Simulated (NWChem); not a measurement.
# CH6N+ (methanamine, conjugate acid) at 6 levels

Wanted: a comparison of 6 runs (PBE0/6-311G**, PBE0/6-31G*, PBE0/6-31G**, PBE0/STO-3G, PBE0/3-21G, PBE0/6-31G) of CH6N+ (methanamine, conjugate acid). 

The results are computed with NWChem 7.3.0.

## 1. The structure to begin with

CH6N+: 8 atoms, total charge +1, spin state singlet. As SMILES, `C[NH3+]`. The shape is that of a PBE0-D4/def2-TZVP optimisation.

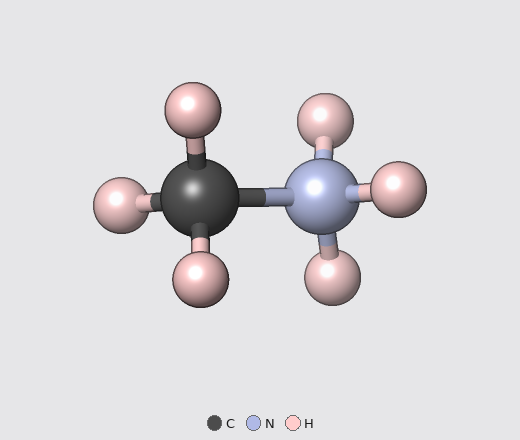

Viewed from a chosen angle; carbon dark grey, nitrogen light blue, hydrogen pink.

## 2. Magnetic shielding at PBE0/6-311G(d,p) (run 1)

File ch6n.nw:

```
start ch6n
title "CH6N nmr"
memory total 2200 mb
charge 1

geometry units angstrom noautosym nocenter noautoz
  C     -0.225100     0.293000    -0.663400
  N      0.218700    -0.284600     0.644500
  H     -0.041000    -0.440800    -1.444600
  H     -1.286800     0.519400    -0.597800
  H      0.345600     1.199300    -0.851500
  H      0.065500     0.371300     1.413900
  H      1.214900    -0.515300     0.632300
  H     -0.291800    -1.142300     0.866700
end

basis spherical bse
  * library 6-311G**
end

dft
  xc pbe0
  grid fine
  convergence energy 1e-08
  maxiter 100
  mulliken
  print low
end

property
  shielding
end

task dft property
```

Launch:

```bash
$ nwchem ch6n.nw > ch6n.out
```

Standard output:

```text
[...]
 d= 0,ls=0.0,diis     1    -96.0230125334 -1.44D+02  1.01D-02  1.10D+00     1.0
[...]
 d= 0,ls=0.0,diis     8    -96.1262853442 -2.08D-10  5.31D-08  7.98D-11     6.3
         Total DFT energy =      -96.126285344195
      One electron energy =     -218.333644646380
           Coulomb energy =       88.451603128912
    Exchange-Corr. energy =      -14.211765592991
 Nuclear repulsion energy =       47.967521766264
[...]
      Total Density - Mulliken Population Analysis
     ---------------------------------------------
    Atom       Charge   Shell Charges
 -----------   ------   -------------------------------------------------------
    1 C    6     6.25   1.10  0.89  0.63  0.75  1.56  0.49  0.78  0.05
    2 N    7     7.33   1.10  0.90  0.79  0.86  1.87  0.61  1.17  0.02
    3 H    1     0.79   0.27  0.46  0.04  0.02
    4 H    1     0.79   0.27  0.46  0.04  0.02
    5 H    1     0.79   0.27  0.46  0.04  0.02
    6 H    1     0.68   0.26  0.37  0.02  0.04
    7 H    1     0.68   0.26  0.37  0.02  0.04
    8 H    1     0.68   0.26  0.37  0.02  0.04
[...]
           isotropic =     156.9373
[...]
           isotropic =     227.9907
[...]
           isotropic =      28.4169
[...]
           isotropic =      27.4676
[...]
           isotropic =      27.4654
[...]
           isotropic =      27.4678
[...]
```

It took 28 s on 1 thread of Intel Xeon 6975P-C (Granite Rapids), shared host; peak memory 0.11 GiB.

## 3. NMR shieldings at PBE0/6-31G(d) (spherical functions) (run 2)

File test.nw:

```
echo
START test
TITLE "CH6N"
memory 2200 mb
charge 1
GEOMETRY units angstrom noautosym nocenter noautoz
C     -0.225100     0.293000    -0.663400
N      0.218700    -0.284600     0.644500
H     -0.041000    -0.440800    -1.444600
H     -1.286800     0.519400    -0.597800
H      0.345600     1.199300    -0.851500
H      0.065500     0.371300     1.413900
H      1.214900    -0.515300     0.632300
H     -0.291800    -1.142300     0.866700
END
BASIS spherical bse
C library 6-31G*
N library 6-31G*
H library 6-31G*
END
DFT
xc pbe0
mult 1
grid fine
convergence energy 1e-08
maxiter 100
mulliken
print low
END
PROPERTY
shielding
END
TASK dft property
```

Launch:

```bash
$ nwchem test.nw > test.out
```

Standard output:

```text
[...]
 d= 0,ls=0.0,diis     1    -95.9942619110 -1.44D+02  2.13D-02  9.70D-01     0.6
[...]
 d= 0,ls=0.0,diis     7    -96.0924377084 -5.27D-09  3.16D-07  5.44D-10     2.6
         Total DFT energy =      -96.092437708402
      One electron energy =     -218.221600956872
           Coulomb energy =       88.357464495948
    Exchange-Corr. energy =      -14.195823013742
 Nuclear repulsion energy =       47.967521766264
[...]
      Total Density - Mulliken Population Analysis
     ---------------------------------------------
    Atom       Charge   Shell Charges
 -----------   ------   -------------------------------------------------------
    1 C    6     6.46   2.00  0.67  2.10  0.69  0.95  0.04
    2 N    7     7.79   2.00  0.78  2.57  0.88  1.53  0.04
    3 H    1     0.72   0.51  0.21
    4 H    1     0.72   0.51  0.21
    5 H    1     0.72   0.51  0.21
    6 H    1     0.54   0.48  0.06
    7 H    1     0.54   0.48  0.06
    8 H    1     0.54   0.48  0.06
[...]
           isotropic =     166.6923
[...]
           isotropic =     238.5665
[...]
           isotropic =      28.7805
[...]
           isotropic =      27.9657
[...]
           isotropic =      27.9636
[...]
           isotropic =      27.9659
[...]
```

Run time: 11 s. Hardware: 1 thread of Intel Xeon 6975P-C (Granite Rapids), shared host; peak memory 0.11 GiB.

Runs 3 to 5 aren't shown in full; the table further down has their settings and results.

## 4. Magnetic shielding at PBE0/6-31G (run 6)

File mymol.nw:

```
echo
start mymol
title "CH6N"
memory 2200 mb
charge 1
geometry noautosym nocenter noautoz
  C    -0.225100    0.293000   -0.663400
  N     0.218700   -0.284600    0.644500
  H    -0.041000   -0.440800   -1.444600
  H    -1.286800    0.519400   -0.597800
  H     0.345600    1.199300   -0.851500
  H     0.065500    0.371300    1.413900
  H     1.214900   -0.515300    0.632300
  H    -0.291800   -1.142300    0.866700
end
basis spherical bse
  * library 6-31G
end
dft
  xc pbe0
  grid fine
  convergence energy 1e-08
  iterations 100
  mulliken
  noprint "final vectors analysis"
end
property
  shielding
end
task dft property
```

Launch:

```bash
$ nwchem mymol.nw > mymol.out
```

Standard output:

```text
[...]
          Wavefunction type:  closed shell.
          No. of atoms     :     8
          No. of electrons :    18
[...]
          Charge           :     1
          Spin multiplicity:     1
[...]
          AO basis - number of functions:    30
[...]
              XC Information
              --------------
                         PBE0 Method XC Functional
                     Hartree-Fock (Exact) Exchange  0.250
          PerdewBurkeErnzerhof Exchange Functional  0.750
            Perdew 1991 LDA Correlation Functional  1.000 local
           PerdewBurkeErnz. Correlation Functional  1.000 non-local
[...]
 d= 0,ls=0.0,diis     1    -95.9783883436 -1.44D+02  2.85D-02  9.26D-01     0.5
[...]
 d= 0,ls=0.0,diis     7    -96.0726688369 -1.41D-09  3.35D-07  1.73D-10     2.1
         Total DFT energy =      -96.072668836870
      One electron energy =     -218.153826502368
           Coulomb energy =       88.297089446328
    Exchange-Corr. energy =      -14.183453547094
 Nuclear repulsion energy =       47.967521766264
[...]
      Total Density - Mulliken Population Analysis
     ---------------------------------------------
    Atom       Charge   Shell Charges
 -----------   ------   -------------------------------------------------------
    1 C    6     6.40   2.00  0.67  2.11  0.72  0.90
    2 N    7     7.78   2.00  0.77  2.59  0.91  1.52
    3 H    1     0.72   0.52  0.21
    4 H    1     0.72   0.52  0.21
    5 H    1     0.72   0.52  0.21
    6 H    1     0.55   0.49  0.06
    7 H    1     0.55   0.49  0.06
    8 H    1     0.55   0.49  0.06
[...]
           isotropic =     171.0545
[...]
           isotropic =     246.5170
[...]
           isotropic =      29.1327
[...]
           isotropic =      28.6066
[...]
           isotropic =      28.6043
[...]
           isotropic =      28.6068
[...]
```

Wall time 7.2 s (1 thread of Intel Xeon 6975P-C (Granite Rapids), shared host); peak memory 0.11 GiB.

## 5. Overview of the runs

| run | level | energy (Eh) | isotropic shielding of C1 (ppm) | isotropic shielding of N2 (ppm) | isotropic shielding of H3 (ppm) | wall time |
| --- | --- | --- | --- | --- | --- | --- |
| 1 | PBE0/6-311G** | -96.126285 | 156.9 | 228.0 | 28.4 | 28 s |
| 2 | PBE0/6-31G* (spherical functions) | -96.092438 | 166.7 | 238.6 | 28.8 | 11 s |
| 3 | PBE0/6-31G** (spherical functions) | -96.105689 | 167.9 | 242.0 | 28.3 | 15 s |
| 4 | PBE0/STO-3G | -94.955959 | 192.0 | 284.0 | 29.0 | 6.3 s |
| 5 | PBE0/3-21G | -95.581779 | 178.2 | 252.5 | 29.0 | 6.3 s |
| 6 | PBE0/6-31G | -96.072669 | 171.1 | 246.5 | 29.1 | 7.2 s |

## 6. Outcome

| quantity | value |
| --- | --- |
| run 6: total energy | -96.07267 Eh |
| run 6: isotropic shielding of C1 | 171.1 ppm |
| run 6: isotropic shielding of N2 | 246.5 ppm |
| run 6: isotropic shielding of H3 | 29.1 ppm |

In words: In run 4 the basis is minimal, so the values are rough. All runs together took 74 s, the longest 28 s.
